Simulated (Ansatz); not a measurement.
**Fields on a plane of TiS2 (CdI2 type)**

```
CELL_PARAMETERS angstrom
      3.36059     0.00000     0.00000
     -1.68029     2.91036     0.00000
      0.00000     0.00000     5.52244
ATOMIC_POSITIONS crystal
  Ti 0.00000 0.00000 0.00000
  S  0.33333 0.66667 0.25857
  S  0.66667 0.33333 0.74143
```

The slice is a (-1 1 0 2) plane (indices of the conventional cell) through the point (0.000, 0.000, 0.000) (fractional), spanned by u = [110] and v = [1 -1 1] in vectors of this cell: u (3.36 Å) and v (8.02 Å, at 90° to u). It covers one period; positions are fractions (u, v).

Atoms on it: Ti at (0.00, 0.00). Other atoms lie within 1 Å of the plane.

These are PBE-D3(BJ) (plane waves to 420 eV, PAW, scalar-relativistic; Ansatz, an electronic-structure program) values and carry that method's errors. k mesh 16×16×9. Inside the PAW spheres the values are not all-electron values, and peaks at nuclei hang on which shells count as valence. At this level the bands of TiS2 touch or barely overlap. TiS2 is run without spin polarisation. TiS2 was relaxed with its symmetry unable to fall.

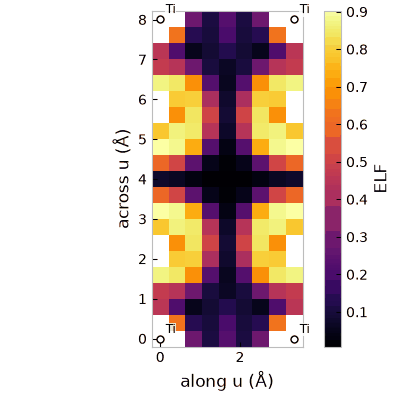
*Electron localisation function (ELF), one period of the plane, atoms marked. Points within 0.5 Å of a nucleus are left white, as the pseudised field means little there.*

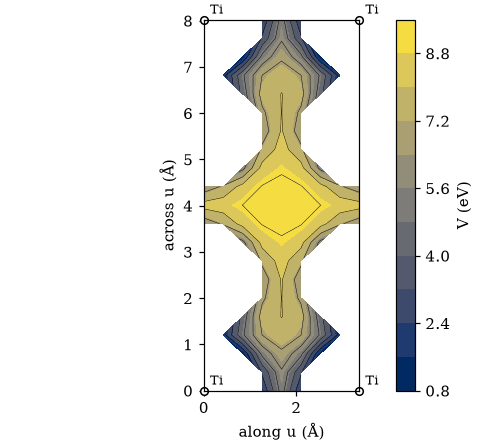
Figure: Electrostatic potential energy of an electron, from the cell's mean, in eV, one period of the plane, atoms marked. Points within 1 Å of a nucleus are left white, as the pseudised field means little there. Values under 1 eV are set to 1. The zero, the cell's mean, hangs on the PAW cores.
